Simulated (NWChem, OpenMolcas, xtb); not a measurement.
## CH5InO2 (SMILES [CH3][In]([OH])[OH]): methods side by side

The species is CH5InO2 (9 atoms), meant as a singlet with charge 0. SMILES: `[CH3][In]([OH])[OH]`. Geometry: relaxed at PBE0-D4/def2-TZVP. This is one conformer, not always the lowest.

```xyz
9

C    -0.0866    0.9202   -1.3662
In    0.1229   -0.3361    0.3378
O     1.4408   -1.8060    0.5009
O    -0.8986   -0.3129    2.0486
H    -1.1264    0.9292   -1.6928
H     0.2121    1.9363   -1.1077
H     0.5475    0.5489   -2.1698
H     1.3655   -2.2434    1.3531
H    -1.5771    0.3637    2.0961
```

Quantity: the dipole moment, in D. The values are calculated.

| level | kind | program | value (D) | CPU time |
| --- | --- | --- | --- | --- |
| GFN2-xTB | semi-empirical | xtb | 4.17 | under 2 s |
| HF/def2-SVP (core potential) | Hartree–Fock | NWChem | 3.42 | 41 s |
| SVWN5/def2-SVP (core potential) | LDA | OpenMolcas | 2.75 | 63 s |
| BLYP/def2-SVP (core potential) | GGA | OpenMolcas | 2.66 | 82 s |
| TPSS/def2-SVP (core potential) | meta-GGA | OpenMolcas | 2.71 | 1.8 min |
| M06-2X/def2-SVP (core potential) | hybrid meta-GGA | NWChem | 3.06 | 53 s |

The values span 2.66 to 4.17 D. Magnitudes only. CPU times are rough (shared hosts, several kinds of processor and program).

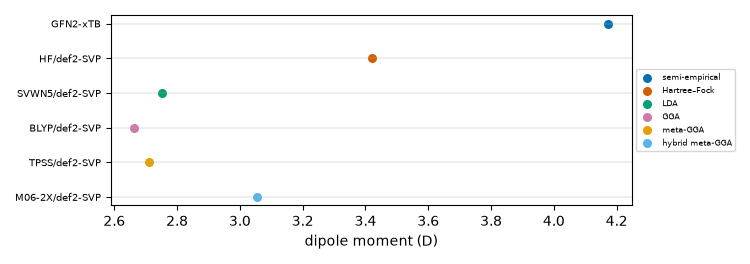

The values of the table, level by level.
